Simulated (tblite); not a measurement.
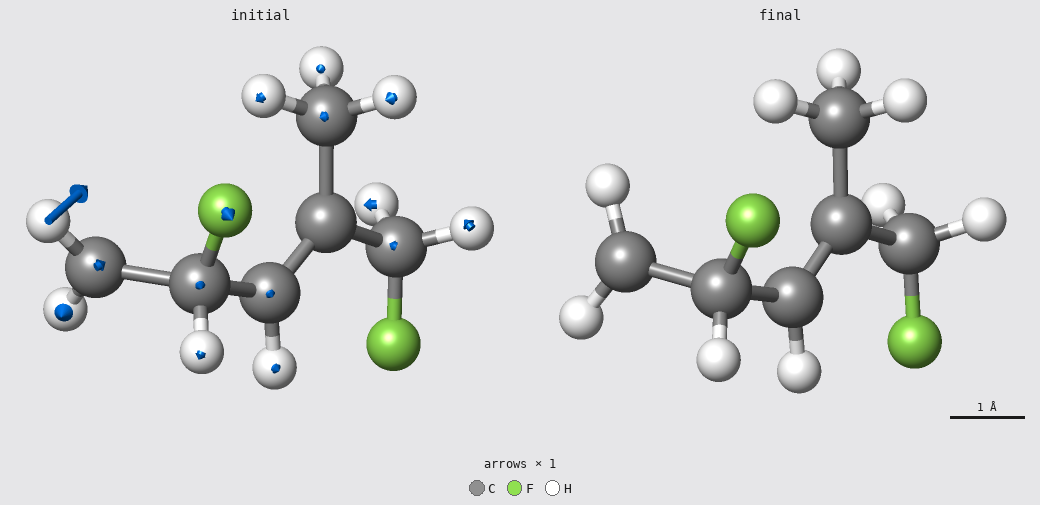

The structure of C₆H₉F₂ (multiplicity 2) before (left) and after (right) a relaxation, at one scale. The blue arrows give the displacements, at their true length.

The picture is a ball-and-stick view, seen from a free direction.

Theory: GFN2-xTB geometry optimisation, gas phase in tblite. 

Question: Describe what moved and what it gained.

Answer: After 75 geometry steps the energy has fallen by 3.51 kcal/mol. An H atom moves most after the best rigid fit: 1.07 Å. By element the largest moves are H 1.07 Å, F 0.23 Å, C 0.16 Å. Among the contacts that change: C–C 1.502 → 1.470 Å, C–F 1.353 → 1.385 Å, C–C 1.355 → 1.330 Å, C–C 1.495 → 1.515 Å. Among the angles between lasting bonds that change: C–C–C 111.7° → 106.2°, C–C–H 108.4° → 112.4°, H–C–H 106.1° → 109.1°. Groups turn about C–C by about 45°. The run took 0.46 s on 1 thread of Arm Neoverse V1 (shared host).
